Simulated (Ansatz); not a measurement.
Input

```
crystal:
  periodic: [false, false, false]
  atoms:
    - {symbol: C, position_ang: [-0.273227, -1.408118, -2.248955]}
    - {symbol: C, position_ang: [-0.941578, -0.765041, -1.403282]}
    - {symbol: Ga, position_ang: [-0.123988, 0.566804, -3.398580]}
    - {symbol: H, position_ang: [-1.517957, -0.250892, -0.655645]}
    - {symbol: H, position_ang: [-1.017180, 1.656860, -2.373012]}
basis:
  gaussian: {orbitals: def2-TZVPD}
hamiltonian: {xc: pbe0}
output: {forces: true, orbitals: {seedname: orbitals}}
total_charge: -1
```

Command:

```sh
ansatz run input.yaml --threads 2 --pin off --max-ram 4350MiB --events-out events.jsonl --progress --plain --runs-dir runs
```

Geometry: B3LYP-D3(BJ)/def2-SVPD.

Method: isolated molecule in a Gaussian basis; Kohn-Sham density functional theory, functional PBE0 (Ansatz 0.2.0).

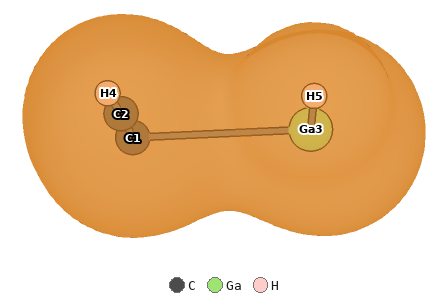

C$_{2}$H$_{2}$Ga (SMILES [CH-]=[C-][GaH+]) (charge −1). Isosurface of the electron density at 0.1 e/Å³ (orange), seen from one side.

Q: What does this surface tell about the bonding?

A: At this value the surface is in one piece. It bridges the sampled C–C (1.26 Å), C–Ga (2.29 Å), C–H (1.07 Å) and Ga–H (1.74 Å) contacts, where the density stays above the isovalue. On the grid the lowest density along these lines, outside the cores, is 2.7 e/Å³ (C–C, 1.26 Å), 0.35 e/Å³ (C–Ga, 2.29 Å), 1.9 e/Å³ (C–H, 1.07 Å) and 0.54 e/Å³ (Ga–H, 1.74 Å).
